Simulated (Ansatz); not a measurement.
```json
{"atom": "Ga", "x (Å)": "0.0000", "y (Å)": "0.0000", "z (Å)": "-0.1750"}
{"atom": "H", "x (Å)": "0.0000", "y (Å)": "0.0000", "z (Å)": "2.2050"}
{"atom": "Cl", "x (Å)": "1.9022", "y (Å)": "0.0000", "z (Å)": "-1.2418"}
{"atom": "Cl", "x (Å)": "-1.9022", "y (Å)": "0.0000", "z (Å)": "-1.2418"}
{"atom": "Cl", "x (Å)": "0.0000", "y (Å)": "0.0000", "z (Å)": "3.5236"}
```

Theory: Ansatz, UKS PBE/def2-SVP.

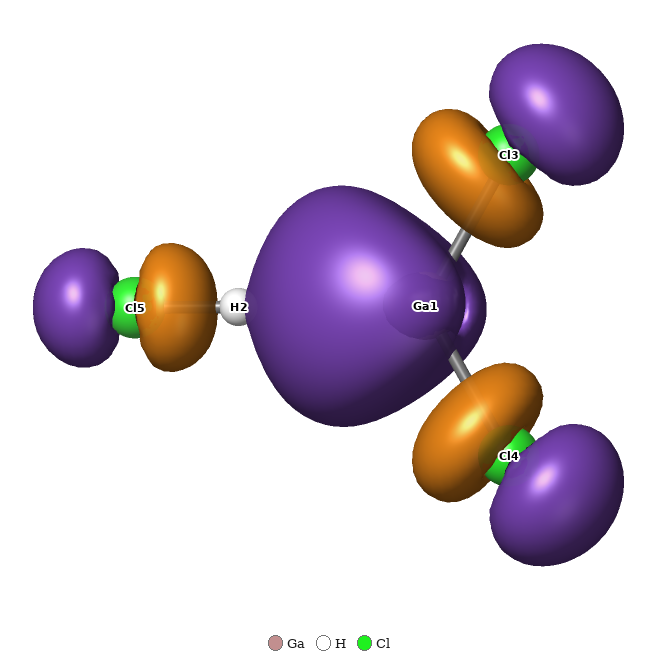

Cl2Ga···HCl (doublet). The LUMO (β) at ±0.08 Å⁻³ᐟ² (orange and purple are the two phases), seen at a tilt.

Q: What is the character of this orbital?

A: It lies mainly on Ga1 (about 50 %), Cl3 (about 20 %), Cl4 (about 20 %) and Cl5 (about 10 %); it is symmetric in the molecular plane (an in-plane orbital: σ, lone-pair or in-plane π type). Its energy is −5.45 eV.
